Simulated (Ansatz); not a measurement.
One crystal and one scan (scan of one atom of the cell) at two levels, PBE (plane waves to 420 eV, PAW, scalar-relativistic; Ansatz, a quantum-chemistry and plane-wave program) and PBEsol (plane waves to 420 eV, PAW, scalar-relativistic; Ansatz), each from its own relaxed cell and on its own mesh. The cell shown is that of PBE.

Starting cell, CdSe (zinc blende):

```yaml
crystal:
  lattice:
    - [0.00000, 3.09814, 3.09814]
    - [3.09814, 0.00000, 3.09814]
    - [3.09814, 3.09814, 0.00000]
  atoms:
    - { symbol: Se, position: [0.75000, 0.75000, 0.75000] }
    - { symbol: Cd, position: [0.00000, 0.00000, 0.00000] }
```

In each cell atom 2 (Cd, nearest neighbour Se at 2.683 Å; its periodic images, 4.4 Å or more away, move with it) moves by s·(1.000, 0.000, 0.000) (along Cartesian x), the rest being held.

E stands for the smeared free energy. CdSe was relaxed with its symmetry unable to fall. Percentages come from the unrounded values.

```tsv
quantity	PBE	PBEsol	PBE − PBEsol
Lattice constant a (Å)	6.196	6.082	+0.114 (+1.9 %)
Band gap of the relaxed cell, no spin-orbit coupling (eV)	0.49	0.48	+0.01 (+3 %)
Force constant k = d²E/ds² at s = 0 (finite differences) (eV/Å²)	4.07	4.74	-0.67 (-14 %)
Zone-centre optical wavenumber from k (transverse: no LO-TO term) (cm⁻¹)	154	167	-13 (-7 %)
```

PBE gives the higher value for: lattice constant a. PBE gives the lower value for: force constant k = d²E/ds² at s = 0; zone-centre optical wavenumber from k. Both give the same shape of the curve: a single well with its minimum at or next to zero displacement.

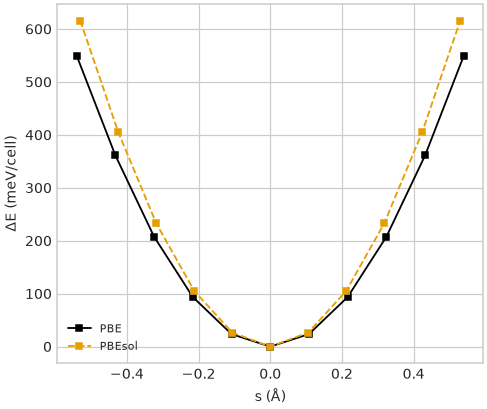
*ΔE, each from the undisplaced structure of its own level.*

(A displaced cell: forces are minus the slopes of the energy, force constants its curvatures, and phonons follow from these.)
